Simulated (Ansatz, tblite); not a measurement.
# The cluster Sn₂H₃: one state, many levels, part 2 of 2

How do method and basis change the picture of the cluster Sn₂H₃ (doublet)?

Ansatz 0.2.0, Gaussian basis; as each input shows. The steps go on from the part before.

## Step 17: MP2/def2-TZVP

in.yaml

```yaml
crystal:
  periodic: [false, false, false]
  atoms:
    - {symbol: Sn, position_ang: [-0.372668, 0.154791, -2.100596]}
    - {symbol: Sn, position_ang: [0.227399, 0.380249, 0.588908]}
    - {symbol: H, position_ang: [-0.789842, -1.526247, -1.720528]}
    - {symbol: H, position_ang: [0.800304, 1.794435, 1.395066]}
    - {symbol: H, position_ang: [0.134796, -0.803228, 1.837149]}
basis:
  gaussian: {orbitals: def2-TZVP, initial_orbitals: start.molden}
magnetization: {spin_polarized: true, initial_magnetization: 1}
correlation: {method: mp2}
scf: {omitted_lower_state_checks: [starts]}
output: {orbitals: {seedname: orbitals}}
```

Started as:

```bash
$ ansatz run in.yaml --threads 4 --pin off --events-out ev --progress --plain --max-ram 3916MiB
```

The log of the run:

```text
Functional definition: HF
  name "HF"
  cite "Fock, Z. Phys. 61, 126 (1930) doi:10.1007/BF01340294"
  parent pbe
  exchange = exact_x
  correlation = 0
these checks for a lower state are left out or cut short: starts
1111 factors; integrals over basis functions are off by at most 8.1e-4 eV
mean field evaluation 1: about -11657.1929 eV, gradient 9.8e0 eV
mean field evaluation 2: about -11657.7718 eV, gradient 5.5e-1 eV
mean field evaluation 4: about -11657.7886 eV, gradient 1.2e-1 eV
mean field evaluation 8: about -11657.7887 eV, gradient 1.2e-5 eV
mean field -11657.78865382 eV, -428.4158310949 hartree, gradient 1.1e-6 eV, S^2 0.765905; 0 other end points of the search recorded, 0 dependent functions left out
8 core orbitals not correlated: weight in the atoms' cores, before any rotation towards them, 1.000 or more for the frozen orbitals, at most 0.000 for the correlated occupied ones
reference -11657.78865382 eV, -428.4158310949 hartree; 16, 15 occupied and 94, 95 virtual orbitals, 1111 factors
second order -16.80479946 eV of doubles, -0.00000000 eV of singles
Total energy: -11674.59345328 eV, -429.0333960843 hartree
Checks for a lower state left out: starts
```

Run time: 1.2 s. Hardware: 4 threads of Arm Neoverse V2, shared host.

From the report: Hartree-Fock HOMO -7.33 eV, LUMO -0.45 eV (over both spins); ⟨S²⟩ 0.766 (pure: 0.75).

## Step 18: RPA/def2-TZVP

in.yaml: that of step 17 with these lines changed.

```diff
@@ -11,4 +11,4 @@
 magnetization: {spin_polarized: true, initial_magnetization: 1}
-correlation: {method: mp2}
+hamiltonian: {xc: pbe}
+correlation: {method: rpa}
 scf: {omitted_lower_state_checks: [starts]}
-output: {orbitals: {seedname: orbitals}}
```

The command is unchanged.

The log of the run, shortened:

```text
Functional definition: PBE
  name "PBE"
  cite "Perdew, Burke & Ernzerhof, Phys. Rev. Lett. 77, 3865 (1996) doi:10.1103/PhysRevLett.77.3865"
  parent pbe
[...]
1111 factors; integrals over basis functions are off by at most 8.1e-4 eV
[...]
mean field -11710.63126481 eV, -430.3577612308 hartree, gradient 1.5e-6 eV, S^2 0.752427; 0 other end points of the search recorded, 0 dependent functions left out
8 core orbitals not correlated: weight in the atoms' cores, before any rotation towards them, 1.000 or more for the frozen orbitals, at most 0.000 for the correlated occupied ones
reference -11656.71900854 eV, -428.3765223560 hartree; 16, 15 occupied and 94, 95 virtual orbitals, 1111 factors
Total energy: -11681.30030027 eV, -429.2798681652 hartree
Checks for a lower state left out: starts
```

It took 2.5 s on 4 threads of Arm Neoverse V2, shared host.

Report: ⟨S²⟩ 0.752 (pure: 0.75).

## Step 19: CCSD(T)/def2-TZVPD

in.yaml: that of step 18 with these lines changed.

```diff
@@ -9,6 +9,6 @@
 basis:
-  gaussian: {orbitals: def2-TZVP, initial_orbitals: start.molden}
+  gaussian: {orbitals: def2-TZVPD, initial_orbitals: start.molden}
 magnetization: {spin_polarized: true, initial_magnetization: 1}
-hamiltonian: {xc: pbe}
-correlation: {method: rpa}
-scf: {omitted_lower_state_checks: [starts]}
+correlation: {method: ccsd_t}
+scf: {omitted_lower_state_checks: [starts, cluster_reference]}
+output: {orbitals: {seedname: orbitals}}
```

The command is unchanged.

The log of the run, shortened:

```text
Functional definition: HF
  name "HF"
  cite "Fock, Z. Phys. 61, 126 (1930) doi:10.1007/BF01340294"
  parent pbe
[...]
1255 factors; integrals over basis functions are off by at most 9.3e-4 eV
[...]
mean field -11657.79953104 eV, -428.4162308254 hartree, gradient 2.1e-6 eV, S^2 0.766443; 0 other end points of the search recorded, 0 dependent functions left out
8 core orbitals not correlated: weight in the atoms' cores, before any rotation towards them, 1.000 or more for the frozen orbitals, at most 0.000 for the correlated occupied ones
reference -11657.79953104 eV, -428.4162308254 hartree; 16, 15 occupied and 115, 116 virtual orbitals, 1255 factors
second order -16.92811955 eV of doubles, -0.00000000 eV of singles
cycle   1  -16.55104159 eV  change    3.8e-1 eV  update   1.1e-1
[...]
cycle  12  -17.11317863 eV  change    5.8e-6 eV  update   1.1e-5
perturbative correction -0.51733771 eV, -0.0190118103 hartree
Total energy: -11675.43004738 eV, -429.0641403504 hartree
Checks for a lower state left out: starts, cluster_reference
```

Wall time 68 s (4 threads of Arm Neoverse V2, shared host); peak memory 2.4 GiB.

Report: Hartree-Fock HOMO -7.33 eV, LUMO -0.45 eV (over both spins); ⟨S²⟩ 0.766 (pure: 0.75); T1 0.017.

## Step 20: Levels side by side

| level | functions | HOMO (eV) | LUMO (eV) | gap (eV) | ⟨S²⟩ | time |
| --- | --- | --- | --- | --- | --- | --- |
| LDA/def2-TZVP | 118 | -5.09 | -4.53 | 0.56 | 0.751 | 0.7 s |
| PBE-D4/def2-SVP | 67 | -4.94 | -4.16 | 0.77 | 0.752 | 0.65 s |
| PBE-D4/def2-TZVP | 118 | -4.98 | -4.20 | 0.78 | 0.752 | 1.2 s |
| PBE-D4/def2-TZVPD | 139 | -4.99 | -4.21 | 0.77 | 0.752 | 1.8 s |
| r2SCAN-D4/def2-TZVP | 118 | -5.30 | -3.95 | 1.35 | 0.756 | 3.1 s |
| r2SCAN-D4/def2-TZVPD | 139 | -5.30 | -3.95 | 1.35 | 0.756 | 3.8 s |
| B97M-V/def2-TZVP | 118 | -4.96 | -4.30 | 0.67 | 0.752 | 4.9 s |
| r2SCANh-D4/def2-TZVP | 118 | -5.56 | -3.68 | 1.89 | 0.756 | 3.7 s |
| B3LYP-D4/def2-TZVP | 118 | -5.49 | -3.74 | 1.75 | 0.752 | 1.6 s |
| PBE0-D4/def2-SVP | 67 | -5.68 | -3.41 | 2.27 | 0.753 | 0.95 s |
| PBE0-D4/def2-TZVP | 118 | -5.71 | -3.43 | 2.29 | 0.754 | 2.4 s |
| PBE0-D4/def2-TZVPD | 139 | -5.72 | -3.43 | 2.29 | 0.754 | 2.1 s |
| r2SCAN0-D4/def2-TZVP | 118 | -5.96 | -3.27 | 2.69 | 0.757 | 3.3 s |

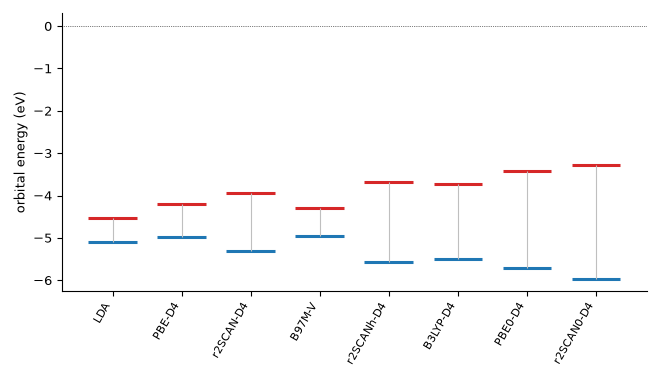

Highest filled (blue) and lowest empty (red) level in def2-TZVP, over both spins.

Energy pieces by basis (eV):

| basis | HF | MP2 correlation | CCSD correlation | (T) | total |
| --- | --- | --- | --- | --- | --- |
| def2-TZVPP | -11657.8042 | -17.1318 | -17.2880 | -0.5205 | -11675.6128 |
| def2-TZVP | -11657.7887 | -16.8048 |  |  | -11674.5935 (MP2) |
| def2-TZVPD | -11657.7995 | -16.9281 | -17.1132 | -0.5173 | -11675.4300 |

## Step 21: Binding energy

Free atoms were run apart at each level; binding is atoms less cluster, divided by the number of atoms, without zero-point or spin-orbit terms.

Differences are taken before rounding.

| method | binding an atom (eV) | from CCSD(T)/def2-TZVPP (eV) | time |
| --- | --- | --- | --- |
| HF/def2-TZVP | 1.287 | -0.652 |  |
| HF/def2-TZVPD | 1.289 | -0.651 |  |
| HF/def2-TZVPP | 1.291 | -0.649 |  |
| LDA/def2-TZVP | 2.305 | +0.365 | 0.7 s |
| PBE-D4/def2-SVP | 1.964 | +0.024 | 0.65 s |
| PBE-D4/def2-TZVP | 1.982 | +0.042 | 1.2 s |
| PBE-D4/def2-TZVPD | 1.984 | +0.044 | 1.8 s |
| r2SCAN-D4/def2-TZVP | 1.991 | +0.051 | 3.1 s |
| r2SCAN-D4/def2-TZVPD | 1.992 | +0.052 | 3.8 s |
| B97M-V/def2-TZVP | 2.068 | +0.128 | 4.9 s |
| r2SCANh-D4/def2-TZVP | 1.977 | +0.037 | 3.7 s |
| B3LYP-D4/def2-TZVP | 1.998 | +0.058 | 1.6 s |
| PBE0-D4/def2-SVP | 1.927 | -0.013 | 0.95 s |
| PBE0-D4/def2-TZVP | 1.949 | +0.009 | 2.4 s |
| PBE0-D4/def2-TZVPD | 1.950 | +0.011 | 2.1 s |
| r2SCAN0-D4/def2-TZVP | 1.957 | +0.017 | 3.3 s |
| MP2/def2-TZVP | 1.768 | -0.172 | 1.2 s |
| MP2/def2-TZVPD | 1.787 | -0.153 |  |
| CCSD/def2-TZVPD | 1.858 | -0.082 |  |
| CCSD/def2-TZVPP | 1.901 | -0.039 |  |
| CCSD(T)/def2-TZVPD | 1.896 | -0.044 | 68 s |
| CCSD(T)/def2-TZVPP | 1.940 | 0 | 77 s |

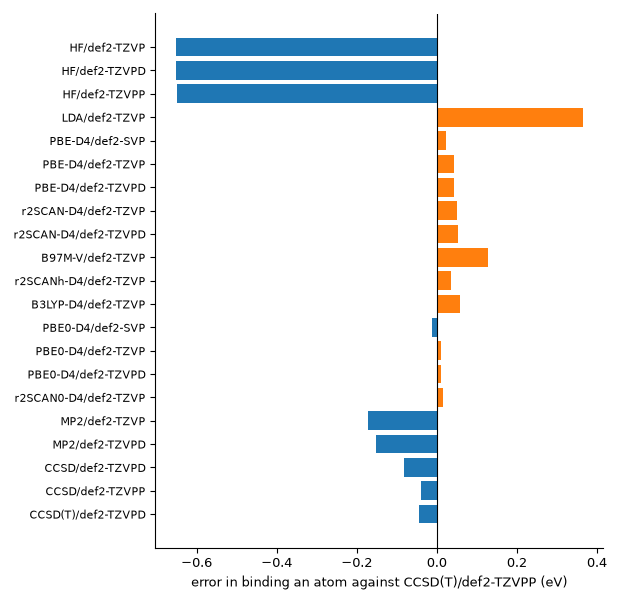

Deviations from CCSD(T)/def2-TZVPP, method by method.

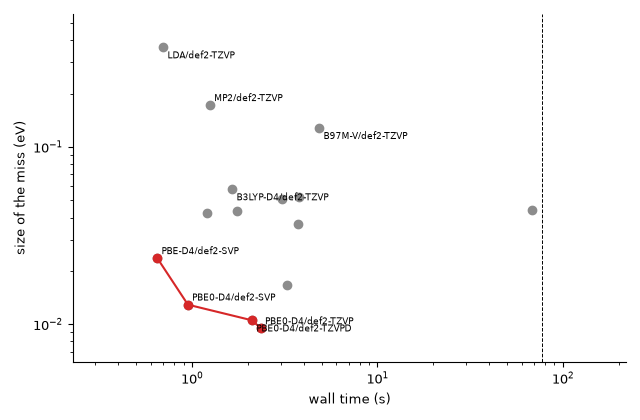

Accuracy for the time spent; red marks the levels that beat every quicker one drawn (of those quicker than the yardstick), and the dashed line is the time of CCSD(T)/def2-TZVPP. Only those levels and the largest misses are named. Times are from a shared host.

## Step 22: Results

The summary covers parts 1 to 2.

| quantity | value |
| --- | --- |
| gap in def2-TZVP, named functionals, smallest and largest | 0.56 eV (LDA), 2.69 eV (r2SCAN0-D4) |
| correlation energy, CCSD(T)/def2-TZVPP | -17.81 eV |
| correlation energy, MP2/def2-TZVP | -16.80 eV |
| correlation energy, CCSD(T)/def2-TZVPD | -17.63 eV |
| binding an atom, CCSD(T)/def2-TZVPP | 1.940 eV |
| ⟨S²⟩ in def2-TZVP, named functionals, smallest and largest | 0.751, 0.757 |
| PBE0 total energy, smallest basis above largest | 0.42 eV (def2-SVP, def2-TZVPD) |

What this shows: Orbital gaps of the named functionals in def2-TZVP span 0.56 eV (LDA) to 2.69 eV (r2SCAN0-D4); exact exchange widens it. The functionals in def2-TZVP miss CCSD(T)/def2-TZVPP by +0.009 (PBE0-D4) to +0.365 eV (LDA) an atom. The reference is CCSD(T) in one finite basis, so it carries an error of its own, often a tenth of an eV or more, and near misses can't be ranked. Over the named functionals in def2-TZVP spin contamination reaches 0.01 (r2SCAN0-D4), which is small.

For cost: PBE0-D4/def2-TZVP gets within 0.009 eV in 2.4 s, where CCSD(T)/def2-TZVPP took 77 s; the quickest level in the cost chart, PBE-D4/def2-SVP, takes 0.65 s and misses by 0.024 eV. The slowest run with a step of its own, CCSD(T)/def2-TZVPP, took 77 s; the quickest functional in def2-TZVP took 0.7 s (shared host).
